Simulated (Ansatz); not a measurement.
# CHFNOSi radical: up Jacob's ladder to CCSD(T)

Aim: compute CHFNOSi radical with functionals from several rungs and with coupled cluster, and see how far each lands from CCSD(T) at the basis-set limit for the atomisation energy.

Method: functionals in def2-TZVPP, the program's frozen cores in correlated methods; program: Ansatz 0.2.0, Gaussian basis.

The runs, in order: LDA (SPW92), PBE-D4, revPBE-D4, BLYP-D4, r2SCAN-D4, B97M-V, PBE0-D4, B3LYP-D4, r2SCANh-D4, r2SCAN0-D4, HSE06-D4, BHLYP-D4, CAM-B3LYP-D4, LC-ωPBE, ωB97X-V, ωB97M-V, B2PLYP, PBE-QIDH; CCSD(T)/def2-SVP; CCSD(T)/def2-TZVPP; MP2/def2-QZVPP; extrapolation to the limit; RPA on PBE.

## (1) The geometry

All runs share one geometry, relaxed beforehand with PBE0-D4 in a triple-zeta def2 set.

SMILES `O=C=N[SiH]F`, 6 atoms, charge 0, spin multiplicity 2.

Atoms are counted from 1 here; the program's logs count them from 0.

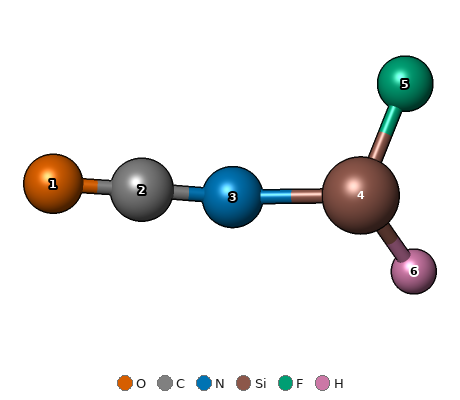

The structure; oxygen orange, carbon grey, nitrogen blue, silicon brown, fluorine teal, hydrogen pink; atoms are numbered from 1 in the order of the file.

## (2) LDA

This LDA is Slater exchange with PW92 correlation.

The input, in.yaml:

```yaml
crystal:
  periodic: [false, false, false]
  atoms:
    - {symbol: O, position_ang: [-1.493158, 1.227263, 1.999140]}
    - {symbol: C, position_ang: [-0.906843, 0.754442, 1.115394]}
    - {symbol: N, position_ang: [-0.304021, 0.306303, 0.180835]}
    - {symbol: Si, position_ang: [0.439488, -0.903908, -0.755252]}
    - {symbol: F, position_ang: [1.995619, -0.925749, -0.399577]}
    - {symbol: H, position_ang: [0.310916, -0.522351, -2.186741]}
basis:
  gaussian: {orbitals: def2-TZVPP}
magnetization: {spin_polarized: true, initial_magnetization: 1}
hamiltonian: {xc: lda}
output: {orbitals: {seedname: orbitals}}
```

The run is started by

```console
> ansatz run in.yaml --threads 4 --pin off --events-out ev --progress --plain --max-ram 10444MiB
```

What it wrote:

```text
Functional definition: SPW92
  name "SPW92"
  cite "Dirac, Proc. Camb. Phil. Soc. 26, 376 (1930) doi:10.1017/S0305004100016108"
  cite "Slater, Phys. Rev. 81, 385 (1951) doi:10.1103/PhysRev.81.385"
  cite "Perdew & Wang, Phys. Rev. B 45, 13244 (1992) doi:10.1103/PhysRevB.45.13244"
  exchange = slater_x
  correlation = pw_c
989 factors; their error is unknown
mean field evaluation 1: about -15095.3270 eV, gradient 5.3e1 eV
mean field evaluation 2: about -15055.8328 eV, gradient 1.0e2 eV
mean field evaluation 4: about -15103.7892 eV, gradient 1.8e1 eV
mean field evaluation 8: about -15105.0004 eV, gradient 3.7e-1 eV
mean field evaluation 16: about -15104.9833 eV, gradient 1.2e-4 eV
mean field -15104.98328080 eV, -555.0978970442 hartree, gradient 2.2e-5 eV, S^2 0.751021; 0 other end points of the search recorded, 0 dependent functions left out
reference -15104.98331339 eV, -555.0978982417 hartree; 23, 22 occupied and 157, 158 virtual orbitals, 989 factors
Total energy: -15104.98331339 eV, -555.0978982417 hartree
```

It took 0.85 s on 4 threads of Arm Neoverse V2, shared host.

With the free atoms at this level, -15072.496 eV in sum, the atomisation energy is 3134.5 kJ/mol. HOMO -5.46 eV, LUMO -4.21 eV.

## (3) PBE-D4 (GGA)

Changes to in.yaml since step 2:

```diff
@@ -12,3 +12,3 @@
 magnetization: {spin_polarized: true, initial_magnetization: 1}
-hamiltonian: {xc: lda}
-output: {orbitals: {seedname: orbitals}}
+hamiltonian: {xc: pbe, dispersion: d4}
+output: {forces: true, orbitals: {seedname: orbitals}}
```

Same command.

What it wrote, cut to the lines that bear on the results:

```text
Functional definition: PBE
  name "PBE"
  cite "Perdew, Burke & Ernzerhof, Phys. Rev. Lett. 77, 3865 (1996) doi:10.1103/PhysRevLett.77.3865"
  parent pbe
[...]
989 factors; their error is unknown
[...]
mean field -15177.92278476 eV, -557.7783743745 hartree, gradient 3.2e-5 eV, S^2 0.751852; 0 other end points of the search recorded, 0 dependent functions left out
[...]
reference -15177.92282139 eV, -557.7783757203 hartree; 23, 22 occupied and 157, 158 virtual orbitals, 989 factors
Total energy: -15178.04638865 eV, -557.7829167337 hartree
Atom 0 at    -1.493158     1.227263     1.999140 Å, force    -0.765970     0.618515     1.155334 eV/Å
Atom 1 at    -0.906843     0.754442     1.115394 Å, force     0.154594    -0.147343    -0.212399 eV/Å
Atom 2 at    -0.304021     0.306303     0.180835 Å, force     0.437214    -0.231096    -0.767590 eV/Å
Atom 3 at     0.439488    -0.903908    -0.755252 Å, force    -0.470183    -0.285182    -0.120299 eV/Å
Atom 4 at     1.995619    -0.925749    -0.399577 Å, force     0.665477    -0.022879     0.133393 eV/Å
Atom 5 at     0.310916    -0.522351    -2.186741 Å, force    -0.021132     0.067985    -0.188439 eV/Å
Dipole moment:    -0.082406    -0.140767    -0.227244 e Å
```

Wall time 1.8 s (4 threads of Arm Neoverse V2, shared host).

Atomisation energy: 2766.0 kJ/mol (free atoms -15149.379 eV, run apart). HOMO -5.47 eV, LUMO -3.75 eV.

## (4) revPBE-D4 (GGA)

Changes to in.yaml since step 3:

```diff
@@ -12,3 +12,3 @@
 magnetization: {spin_polarized: true, initial_magnetization: 1}
-hamiltonian: {xc: pbe, dispersion: d4}
-output: {forces: true, orbitals: {seedname: orbitals}}
+hamiltonian: {xc: {name: revPBE}, dispersion: d4}
+output: {orbitals: {seedname: orbitals}}
```

The command is unchanged.

What it wrote:

```text
Functional definition: revPBE
  name "revPBE"
  cite "Zhang & Yang, Phys. Rev. Lett. 80, 890 (1998) doi:10.1103/PhysRevLett.80.890"
  cite "Perdew, Burke & Ernzerhof, Phys. Rev. Lett. 77, 3865 (1996) doi:10.1103/PhysRevLett.77.3865"
  parameter kappa = 1.245
  parameter beta = 0.06672455060314922
  exchange = pbe_x(kappa = kappa, mu = beta*pi^2/3)
  correlation = pbe_c(beta = beta)
989 factors; their error is unknown
mean field evaluation 1: about -15176.2082 eV, gradient 5.2e1 eV
mean field evaluation 2: about -15140.4868 eV, gradient 9.9e1 eV
mean field evaluation 4: about -15184.6391 eV, gradient 1.6e1 eV
mean field evaluation 8: about -15185.6404 eV, gradient 3.2e-1 eV
mean field evaluation 16: about -15185.6219 eV, gradient 1.4e-4 eV
mean field -15185.62192915 eV, -558.0613127119 hartree, gradient 3.2e-5 eV, S^2 0.752119; 0 other end points of the search recorded, 0 dependent functions left out
reference -15185.62197483 eV, -558.0613143907 hartree; 23, 22 occupied and 157, 158 virtual orbitals, 989 factors
Total energy: -15186.01147192 eV, -558.0756281446 hartree
```

It took 1.6 s on 4 threads of Arm Neoverse V2, shared host.

With the free atoms at this level, -15158.345 eV in sum, the atomisation energy is 2669.4 kJ/mol. HOMO -5.45 eV, LUMO -3.59 eV.

## (5) BLYP-D4 (GGA)

Changes to in.yaml since step 4:

```diff
@@ -12,3 +12,3 @@
 magnetization: {spin_polarized: true, initial_magnetization: 1}
-hamiltonian: {xc: {name: revPBE}, dispersion: d4}
+hamiltonian: {xc: {name: BLYP}, dispersion: d4}
 output: {orbitals: {seedname: orbitals}}
```

The command is unchanged.

What it wrote:

```text
Functional definition: BLYP
  name "BLYP"
  cite "Becke, Phys. Rev. A 38, 3098 (1988) doi:10.1103/PhysRevA.38.3098"
  cite "Lee, Yang & Parr, Phys. Rev. B 37, 785 (1988) doi:10.1103/PhysRevB.37.785"
  parameter beta = 0.0042
  parameter a = 0.04918
  parameter b = 0.132
  parameter c = 0.2533
  parameter d = 0.349
  exchange = b88_x(beta = beta)
  correlation = lyp_c(a = a, b = b, c = c, d = d)
989 factors; their error is unknown
mean field evaluation 1: about -15177.6342 eV, gradient 5.7e1 eV
mean field evaluation 2: about -15132.0491 eV, gradient 1.1e2 eV
mean field evaluation 4: about -15186.8204 eV, gradient 2.2e1 eV
mean field evaluation 8: about -15188.6745 eV, gradient 4.1e-1 eV
mean field evaluation 16: about -15188.6567 eV, gradient 1.9e-4 eV
mean field -15188.65672125 eV, -558.1728392645 hartree, gradient 3.4e-5 eV, S^2 0.751560; 0 other end points of the search recorded, 0 dependent functions left out
reference -15188.65703537 eV, -558.1728508085 hartree; 23, 22 occupied and 157, 158 virtual orbitals, 989 factors
Total energy: -15188.93313325 eV, -558.1829972185 hartree
```

Wall time 1.6 s (4 threads of Arm Neoverse V2, shared host).

With the free atoms at this level, -15161.013 eV in sum, the atomisation energy is 2693.9 kJ/mol. HOMO -5.29 eV, LUMO -3.81 eV.

## (6) r2SCAN-D4 (meta-GGA)

Changes to in.yaml since step 5:

```diff
@@ -12,3 +12,3 @@
 magnetization: {spin_polarized: true, initial_magnetization: 1}
-hamiltonian: {xc: {name: BLYP}, dispersion: d4}
-output: {orbitals: {seedname: orbitals}}
+hamiltonian: {xc: r2scan, dispersion: d4}
+output: {forces: true, orbitals: {seedname: orbitals}}
```

Same command.

What it wrote, cut to the lines that bear on the results:

```text
Functional definition: r2SCAN
  name "r2SCAN"
  cite "Furness, Kaplan, Ning, Perdew & Sun, J. Phys. Chem. Lett. 11, 8208 (2020) doi:10.1021/acs.jpclett.0c02405"
  cite "Furness, Kaplan, Ning, Perdew & Sun, J. Phys. Chem. Lett. 11, 9248 (2020) doi:10.1021/acs.jpclett.0c03077"
  parent r2scan
[...]
989 factors; their error is unknown
[...]
mean field -15185.43144870 eV, -558.0543126848 hartree, gradient 7.7e-5 eV, S^2 0.753171; 0 other end points of the search recorded, 0 dependent functions left out
[...]
reference -15185.43146075 eV, -558.0543131275 hartree; 23, 22 occupied and 157, 158 virtual orbitals, 989 factors
Total energy: -15185.46094650 eV, -558.0553967088 hartree
Atom 0 at    -1.493158     1.227263     1.999140 Å, force    -0.266529     0.227153     0.399935 eV/Å
Atom 1 at    -0.906843     0.754442     1.115394 Å, force     0.075545    -0.094042    -0.103700 eV/Å
Atom 2 at    -0.304021     0.306303     0.180835 Å, force     0.173326    -0.116589    -0.284313 eV/Å
Atom 3 at     0.439488    -0.903908    -0.755252 Å, force    -0.054144    -0.007957    -0.040716 eV/Å
Atom 4 at     1.995619    -0.925749    -0.399577 Å, force     0.070542    -0.005596     0.010898 eV/Å
Atom 5 at     0.310916    -0.522351    -2.186741 Å, force     0.001260    -0.002969     0.017896 eV/Å
Dipole moment:    -0.086227    -0.156656    -0.233174 e Å
```

It took 4 s on 4 threads of Arm Neoverse V2, shared host.

With the free atoms at this level, -15157.868 eV in sum, the atomisation energy is 2662.3 kJ/mol. HOMO -5.85 eV, LUMO -3.28 eV.

## (7) B97M-V (meta-GGA)

Changes to in.yaml since step 6:

```diff
@@ -12,3 +12,3 @@
 magnetization: {spin_polarized: true, initial_magnetization: 1}
-hamiltonian: {xc: r2scan, dispersion: d4}
-output: {forces: true, orbitals: {seedname: orbitals}}
+hamiltonian: {xc: {name: B97M-V}}
+output: {orbitals: {seedname: orbitals}}
```

Launched as before.

What it wrote, cut to the lines that bear on the results:

```text
Functional definition: B97M-V
  name "B97M-V"
  cite "Mardirossian & Head-Gordon, J. Chem. Phys. 142, 074111 (2015) doi:10.1063/1.4907719"
  cite "Becke, J. Chem. Phys. 107, 8554 (1997) doi:10.1063/1.475007"
  cite "Vydrov & Van Voorhis, J. Chem. Phys. 133, 244103 (2010) doi:10.1063/1.3521275"
  # Of w^i u^j: cxij and so on, Table III.
[...]
  gx(w, u) = cx00 + cx01*u + cx02*u^2 + (cx10 + cx11*u)*w
  gss(w, u) = css00 + css02*u^2 + css10*w + (css32*w^3 + css42*w^4)*u^2
  gos(w, u) = cos00 + cos01*u + cos03*u^3 + cos10*w + cos32*w^3*u^2
[...]
      + integral(e_c_pw_mod_opposite_spin*gos(b97_w_opposite, b97_u_opposite)) + vv10(b, c)
989 factors; their error is unknown
[...]
mean field -15185.59474098 eV, -558.0603135652 hartree, gradient 5.2e-5 eV, S^2 0.752016; 0 other end points of the search recorded, 0 dependent functions left out
reference -15185.59479351 eV, -558.0603154957 hartree; 23, 22 occupied and 157, 158 virtual orbitals, 989 factors
Total energy: -15185.59479351 eV, -558.0603154957 hartree
```

It took 7 s on 4 threads of Arm Neoverse V2, shared host.

With the free atoms at this level, -15158.169 eV in sum, the atomisation energy is 2646.2 kJ/mol. HOMO -5.52 eV, LUMO -3.94 eV.

## (8) PBE0-D4 (hybrid)

Changes to in.yaml since step 7:

```diff
@@ -12,3 +12,3 @@
 magnetization: {spin_polarized: true, initial_magnetization: 1}
-hamiltonian: {xc: {name: B97M-V}}
+hamiltonian: {xc: pbe0, dispersion: d4}
 output: {orbitals: {seedname: orbitals}}
```

Its log isn't repeated here (it stands with the study of this molecule's fields); it ends on a total energy of -15178.536236 eV.

Atomisation energy: 2642.4 kJ/mol (free atoms -15151.150 eV, run apart). HOMO -6.71 eV, LUMO -2.85 eV.

## (9) B3LYP-D4 (hybrid)

B3LYP here takes the VWN-RPA correlation.

Changes to in.yaml since step 8:

```diff
@@ -12,3 +12,3 @@
 magnetization: {spin_polarized: true, initial_magnetization: 1}
-hamiltonian: {xc: pbe0, dispersion: d4}
-output: {orbitals: {seedname: orbitals}}
+hamiltonian: {xc: {name: B3LYP}, dispersion: d4}
+output: {forces: true, orbitals: {seedname: orbitals}}
```

Same command.

What it wrote, cut to the lines that bear on the results:

```text
Functional definition: B3LYP
  name "B3LYP"
  cite "Stephens, Devlin, Chabalowski & Frisch, J. Phys. Chem. 98, 11623 (1994) doi:10.1021/j100096a001"
  cite "Becke, Phys. Rev. A 38, 3098 (1988) doi:10.1103/PhysRevA.38.3098"
  cite "Lee, Yang & Parr, Phys. Rev. B 37, 785 (1988) doi:10.1103/PhysRevB.37.785"
  cite "Vosko, Wilk & Nusair, Can. J. Phys. 58, 1200 (1980) doi:10.1139/p80-159"
[...]
992 factors; their error is unknown
[...]
mean field -15190.00520832 eV, -558.2223952505 hartree, gradient 7.5e-5 eV, S^2 0.752081; 0 other end points of the search recorded, 0 dependent functions left out
[...]
reference -15190.00543998 eV, -558.2224037637 hartree; 23, 22 occupied and 157, 158 virtual orbitals, 992 factors
Total energy: -15190.20602353 eV, -558.2297750734 hartree
Atom 0 at    -1.493158     1.227263     1.999140 Å, force    -0.179168     0.137800     0.271777 eV/Å
Atom 1 at    -0.906843     0.754442     1.115394 Å, force     0.102506    -0.058704    -0.153211 eV/Å
Atom 2 at    -0.304021     0.306303     0.180835 Å, force     0.003850     0.026436    -0.033607 eV/Å
Atom 3 at     0.439488    -0.903908    -0.755252 Å, force    -0.172344    -0.096920    -0.185117 eV/Å
Atom 4 at     1.995619    -0.925749    -0.399577 Å, force     0.238236    -0.002325     0.049593 eV/Å
Atom 5 at     0.310916    -0.522351    -2.186741 Å, force     0.006921    -0.006287     0.050566 eV/Å
Dipole moment:    -0.094736    -0.170727    -0.248980 e Å
```

Wall time 2.7 s (4 threads of Arm Neoverse V2, shared host); peak memory 0.45 GiB.

Atomisation energy: 2640.4 kJ/mol (free atoms -15162.841 eV, run apart). HOMO -6.43 eV, LUMO -3.28 eV.

## (10) r2SCANh-D4 (hybrid)

Changes to in.yaml since step 9:

```diff
@@ -12,3 +12,3 @@
 magnetization: {spin_polarized: true, initial_magnetization: 1}
-hamiltonian: {xc: {name: B3LYP}, dispersion: d4}
-output: {forces: true, orbitals: {seedname: orbitals}}
+hamiltonian: {xc: {name: r2SCANh}, dispersion: d4}
+output: {orbitals: {seedname: orbitals}}
```

The command is unchanged.

What it wrote, cut to the lines that bear on the results:

```text
Functional definition: r2SCANh
  name "r2SCANh"
  cite "Bursch, Neugebauer, Ehlert & Grimme, J. Chem. Phys. 156, 134105 (2022) doi:10.1063/5.0086040"
  cite "Furness, Kaplan, Ning, Perdew & Sun, J. Phys. Chem. Lett. 11, 8208 (2020) doi:10.1021/acs.jpclett.0c02405"
  cite "Furness, Kaplan, Ning, Perdew & Sun, J. Phys. Chem. Lett. 11, 9248 (2020) doi:10.1021/acs.jpclett.0c03077"
  parent r2scan
[...]
989 factors; their error is unknown
[...]
mean field -15184.89078513 eV, -558.0344436647 hartree, gradient 5.3e-5 eV, S^2 0.753282; 0 other end points of the search recorded, 0 dependent functions left out
reference -15184.89079613 eV, -558.0344440690 hartree; 23, 22 occupied and 157, 158 virtual orbitals, 989 factors
Total energy: -15184.92225900 eV, -558.0356003082 hartree
```

Wall time 4.3 s (4 threads of Arm Neoverse V2, shared host); peak memory 0.5 GiB.

Atomisation energy: 2620.2 kJ/mol (free atoms -15157.765 eV, run apart). HOMO -6.29 eV, LUMO -2.99 eV.

## (11) r2SCAN0-D4 (hybrid)

Changes to in.yaml since step 10:

```diff
@@ -12,3 +12,3 @@
 magnetization: {spin_polarized: true, initial_magnetization: 1}
-hamiltonian: {xc: {name: r2SCANh}, dispersion: d4}
+hamiltonian: {xc: {name: r2SCAN0}, dispersion: d4}
 output: {orbitals: {seedname: orbitals}}
```

The command is unchanged.

What it wrote, cut to the lines that bear on the results:

```text
Functional definition: r2SCAN0
  name "r2SCAN0"
  cite "Bursch, Neugebauer, Ehlert & Grimme, J. Chem. Phys. 156, 134105 (2022) doi:10.1063/5.0086040"
  cite "Furness, Kaplan, Ning, Perdew & Sun, J. Phys. Chem. Lett. 11, 8208 (2020) doi:10.1021/acs.jpclett.0c02405"
  cite "Furness, Kaplan, Ning, Perdew & Sun, J. Phys. Chem. Lett. 11, 9248 (2020) doi:10.1021/acs.jpclett.0c03077"
  parent r2scan
[...]
992 factors; their error is unknown
[...]
mean field -15184.11681972 eV, -558.0060009606 hartree, gradient 5.6e-5 eV, S^2 0.753549; 0 other end points of the search recorded, 0 dependent functions left out
reference -15184.11682915 eV, -558.0060013074 hartree; 23, 22 occupied and 157, 158 virtual orbitals, 992 factors
Total energy: -15184.15168502 eV, -558.0072822369 hartree
```

Run time: 4.4 s. Hardware: 4 threads of Arm Neoverse V2, shared host; peak memory 0.5 GiB.

Atomisation energy: 2559.5 kJ/mol (free atoms -15157.624 eV, run apart). HOMO -6.97 eV, LUMO -2.56 eV.

## (12) HSE06-D4 (hybrid)

HSE06 is the plane-wave form, built on full-range PBE exchange.

Changes to in.yaml since step 11:

```diff
@@ -12,3 +12,3 @@
 magnetization: {spin_polarized: true, initial_magnetization: 1}
-hamiltonian: {xc: {name: r2SCAN0}, dispersion: d4}
+hamiltonian: {xc: hse06, dispersion: d4}
 output: {orbitals: {seedname: orbitals}}
```

The command is unchanged.

What it wrote, cut to the lines that bear on the results:

```text
Functional definition: HSE06
  name "HSE06"
  cite "Heyd, Scuseria & Ernzerhof, J. Chem. Phys. 118, 8207 (2003) doi:10.1063/1.1564060"
  cite "Krukau, Vydrov, Izmaylov & Scuseria, J. Chem. Phys. 125, 224106 (2006) doi:10.1063/1.2404663"
  cite "Heyd & Scuseria, J. Chem. Phys. 120, 7274 (2004) doi:10.1063/1.1668634"
  cite "Ernzerhof & Perdew, J. Chem. Phys. 109, 3313 (1998) doi:10.1063/1.476928"
  cite "Perdew, Burke & Ernzerhof, Phys. Rev. Lett. 77, 3865 (1996) doi:10.1103/PhysRevLett.77.3865"
  parent pbe
[...]
  # The whole range is PBE's own exchange, as in plane waves. The composition of these papers is wPBEh.
[...]
992 factors; their error is unknown
72 factors; integrals over basis functions are off by at most 6.9e-7 eV
[...]
mean field -15177.94305686 eV, -557.7791193601 hartree, gradient 7.6e-5 eV, S^2 0.752419; 0 other end points of the search recorded, 0 dependent functions left out
reference -15177.94309297 eV, -557.7791206872 hartree; 23, 22 occupied and 157, 158 virtual orbitals, 992 factors
Total energy: -15178.03968961 eV, -557.7826705483 hartree
```

Wall time 2.5 s (4 threads of Arm Neoverse V2, shared host); peak memory 0.47 GiB.

Atomisation energy: 2645.6 kJ/mol (free atoms -15150.620 eV, run apart). HOMO -6.31 eV, LUMO -3.23 eV.

## (13) BHLYP-D4 (hybrid)

Changes to in.yaml since step 12:

```diff
@@ -12,3 +12,3 @@
 magnetization: {spin_polarized: true, initial_magnetization: 1}
-hamiltonian: {xc: hse06, dispersion: d4}
+hamiltonian: {xc: {name: BHLYP}, dispersion: d4}
 output: {orbitals: {seedname: orbitals}}
```

Launched as before.

What it wrote:

```text
Functional definition: BHLYP
  name "BHLYP"
  cite "Becke, J. Chem. Phys. 98, 1372 (1993) doi:10.1063/1.464304"
  cite "Becke, Phys. Rev. A 38, 3098 (1988) doi:10.1103/PhysRevA.38.3098"
  cite "Lee, Yang & Parr, Phys. Rev. B 37, 785 (1988) doi:10.1103/PhysRevB.37.785"
  parameter a = 0.5
  exchange = (1 - a)*b88_x + a*exact_x
  correlation = lyp_c
1111 factors; their error is unknown
mean field evaluation 1: about -15180.7188 eV, gradient 4.0e1 eV
mean field evaluation 2: about -15179.9113 eV, gradient 4.4e1 eV
mean field evaluation 4: about -15185.9023 eV, gradient 1.9e0 eV
mean field evaluation 8: about -15185.9200 eV, gradient 5.6e-2 eV
mean field evaluation 16: about -15186.0311 eV, gradient 6.7e-4 eV
mean field -15186.03109081 eV, -558.0763491257 hartree, gradient 7.4e-5 eV, S^2 0.753384; 0 other end points of the search recorded, 0 dependent functions left out
reference -15186.03124591 eV, -558.0763548254 hartree; 23, 22 occupied and 157, 158 virtual orbitals, 1111 factors
Total energy: -15186.18287074 eV, -558.0819269351 hartree
```

Run time: 2.6 s. Hardware: 4 threads of Arm Neoverse V2, shared host; peak memory 0.47 GiB.

Atomisation energy: 2483.7 kJ/mol (free atoms -15160.441 eV, run apart). HOMO -7.79 eV, LUMO -2.09 eV.

## (14) CAM-B3LYP-D4 (range-separated)

Changes to in.yaml since step 13:

```diff
@@ -12,3 +12,3 @@
 magnetization: {spin_polarized: true, initial_magnetization: 1}
-hamiltonian: {xc: {name: BHLYP}, dispersion: d4}
+hamiltonian: {xc: {name: CAM-B3LYP}, dispersion: d4}
 output: {orbitals: {seedname: orbitals}}
```

Same command.

What it wrote, cut to the lines that bear on the results:

```text
Functional definition: CAM-B3LYP
  name "CAM-B3LYP"
  cite "Yanai, Tew & Handy, Chem. Phys. Lett. 393, 51 (2004) doi:10.1016/j.cplett.2004.06.011"
  cite "Iikura, Tsuneda, Yanai & Hirao, J. Chem. Phys. 115, 3540 (2001) doi:10.1063/1.1383587"
  cite "Becke, Phys. Rev. A 38, 3098 (1988) doi:10.1103/PhysRevA.38.3098"
  cite "Lee, Yang & Parr, Phys. Rev. B 37, 785 (1988) doi:10.1103/PhysRevB.37.785"
  cite "Vosko, Wilk & Nusair, Can. J. Phys. 58, 1200 (1980) doi:10.1139/p80-159"
[...]
  # Exact exchange under (alpha + beta erf(omega r))/r, Becke's under what is left of 1/r.
[...]
992 factors; their error is unknown
219 factors; integrals over basis functions are off by at most 1.3e-5 eV
[...]
mean field -15187.25923241 eV, -558.1214824969 hartree, gradient 7.1e-5 eV, S^2 0.752670; 0 other end points of the search recorded, 0 dependent functions left out
reference -15187.25934463 eV, -558.1214866209 hartree; 23, 22 occupied and 157, 158 virtual orbitals, 992 factors
Total energy: -15187.36450842 eV, -558.1253513189 hartree
```

It took 2.7 s on 4 threads of Arm Neoverse V2, shared host; peak memory 0.51 GiB.

Atomisation energy: 2651.5 kJ/mol (free atoms -15159.884 eV, run apart). HOMO -7.95 eV, LUMO -2.00 eV.

(Part 1 of 2 ends here.)
